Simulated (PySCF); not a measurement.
**C₄H₇FO₂Si: electronic excitations**

What electronic excitations should C₄H₇FO₂Si (`C=C1[C@@H](O)[C@@H]1O[SiH2]F`) show?

Programs: PySCF 2.14.0, with density-fitted response routines of our own. Each step states its level of theory. These are calculated values for one molecule in the gas phase, unless marked as measured. Atoms count from 0, in the outputs and in this text.

## (1) Starting geometry

15 atoms, charge 0, multiplicity 1; geometry from: GFN2-xTB.

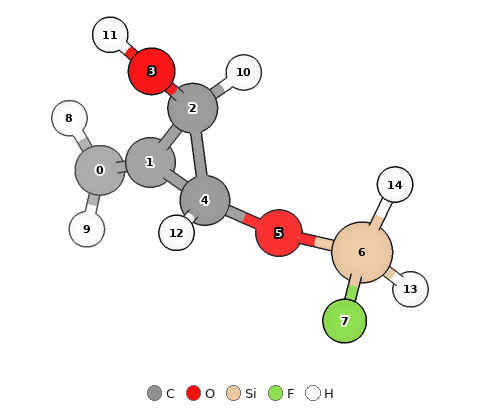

As it starts; carbon grey, oxygen red, silicon light orange, fluorine green, hydrogen white, atoms numbered; sticks join atoms by distance.

## (2) TDDFT and polarisability: wB97X-D/def2-SVPD

What the job is given:

```
{"job": {"kind": "uv", "xc": "wB97X-D", "basis": "def2-SVPD", "nstates": 8, "ntriplets": 3}, "charge": 0, "multiplicity": 1}
C     -2.128728    -1.427754    -0.473746
C     -1.245693    -0.532486    -0.112129
C     -0.870153     0.890216     0.009980
O     -1.438821     1.721720     0.971339
C      0.065265    -0.214282     0.471787
O      1.216372    -0.473410    -0.248432
Si     2.706680     0.129954    -0.149313
F      3.342907    -0.241924     1.282295
H     -3.085662    -1.146290    -0.885364
H     -1.932376    -2.483650    -0.380723
H     -0.590510     1.398955    -0.913311
H     -2.387025     1.798578     0.813272
H      0.177509    -0.332219     1.546078
H      3.374190    -0.658775    -1.158420
H      2.791633     1.579358    -0.183780
```

Level: TDDFT wB97X-D/def2-SVPD, vertical, gas phase, core orbitals frozen in the response.

Launch:

```bash
OMP_NUM_THREADS=1 python probes_run.py task.json out
```

One launch serves the whole session: the jobs run in the order shown.

The log of the run:

```text
coarse grid: 13568 points
cycle   1  E = -695.6432677672  dE =  1.437e+00  |g| = 9.362e-01  |ddm| = 6.780e+00
cycle   2  E = -695.6130321245  dE =  3.024e-02  |g| = 1.084e+00  |ddm| = 2.652e+00
cycle   3  E = -695.8111510482  dE = -1.981e-01  |g| = 5.873e-02  |ddm| = 1.105e+00
cycle   4  E = -695.8119013922  dE = -7.503e-04  |g| = 2.697e-02  |ddm| = 1.897e-01
cycle   5  E = -695.8120717215  dE = -1.703e-04  |g| = 9.697e-03  |ddm| = 8.793e-02
cycle   6  E = -695.8120919256  dE = -2.020e-05  |g| = 2.539e-03  |ddm| = 2.223e-02
cycle   7  E = -695.8120933826  dE = -1.457e-06  |g| = 8.009e-04  |ddm| = 6.882e-03
final grid: 128384 points
cycle   8  E = -695.9174305333  dE = -1.124e-04  |g| = 6.574e-03  |ddm| = 2.435e-01
cycle   9  E = -695.9174315680  dE = -1.035e-06  |g| = 7.236e-03  |ddm| = 3.522e-02
cycle  10  E = -695.9174396200  dE = -8.052e-06  |g| = 5.468e-04  |ddm| = 6.374e-03
cycle  11  E = -695.9174397419  dE = -1.219e-07  |g| = 2.906e-04  |ddm| = 3.552e-03
cycle  12  E = -695.9174397655  dE = -2.356e-08  |g| = 9.768e-05  |ddm| = 8.131e-04
cycle  13  E = -695.9174397685  dE = -3.029e-09  |g| = 3.649e-05  |ddm| = 2.260e-04
cycle  14  E = -695.9174397692  dE = -6.580e-10  |g| = 9.068e-06  |ddm| = 1.258e-04
converged SCF energy = -695.9174397692

Static polarisability (au): isotropic 79.062, principal 62.757 76.660 97.770

Singlet excitations
state   eV       nm        f      main configurations
  1   5.7586    215.3   0.00142   H->L 0.85, H-1->L 0.08
  2   6.1371    202.0   0.00206   H-1->L 0.86, H->L 0.09
  3   7.2838    170.2   0.49479   H-2->L 0.91
  4   7.4154    167.2   0.00142   H->L+1 0.60, H-3->L 0.10
  5   7.8095    158.8   0.02284   H-1->L+1 0.48, H->L+2 0.11, H->L+1 0.09
  6   7.9241    156.5   0.00285   H->L+2 0.31, H-2->L+1 0.26, H-1->L+2 0.16
  7   7.9422    156.1   0.06833   H-2->L+1 0.45, H-1->L+1 0.11
  8   7.9765    155.4   0.00587   H-3->L 0.52, H-4->L 0.18, H->L+1 0.10

Triplet excitations (Tamm-Dancoff, eV): 4.4220 5.3777 5.9053
```

It took 99 s on 1 thread of Arm Neoverse N1, shared host; peak memory 0.96 GiB.

The orbitals next to the gap, with their largest atomic shares:

```tsv
orbital	eV	atoms
HOMO−3	-11.33	O3 31 %, O5 18 %, Si6 11 %
HOMO−2	-10.12	C0 38 %, C1 38 %, O3 6 %
HOMO−1	-9.99	C2 25 %, O5 21 %, O3 13 %
HOMO	-9.70	O3 23 %, C4 16 %, C1 15 %
LUMO	1.07	C0 29 %, C1 25 %, C2 8 %
LUMO+1	2.04	O3 18 %, C0 15 %, Si6 12 %
LUMO+2	2.28	Si6 34 %, O5 15 %, H14 13 %
```

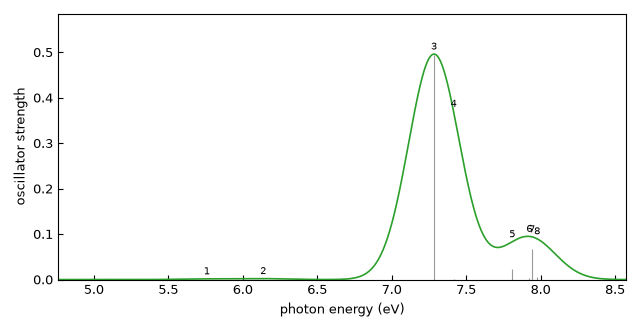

Absorption spectrum from the 8 singlet states computed; above the last one it falls off for lack of states. Lines are broadened to a width of 0.40 eV (Gaussian).

Ground-state properties from the same run:

```tsv
property	computed
dipole moment (D)	2.82
polarisability (Å³)	11.72
HOMO–LUMO gap (eV)	10.76
−ε(HOMO) (eV)	9.70
```

## (3) Summary of results

| quantity | value |
| --- | --- |
| lowest singlet (wB97X-D/def2-SVPD) | 5.76 eV (215 nm), f = 0.001 |
| brightest single state of those computed | state 3, 7.28 eV, f = 0.495 |
| lowest triplet | 4.42 eV |

The first singlet state (HOMO→LUMO 0.85, HOMO−1→LUMO 0.08) lies at 5.76 eV and is weak; of the 8 states computed, the strongest absorption comes from state 3 at 7.28 eV. The lowest triplet lies 1.34 eV below the lowest singlet (triplets in Tamm-Dancoff, singlets in full TDDFT).
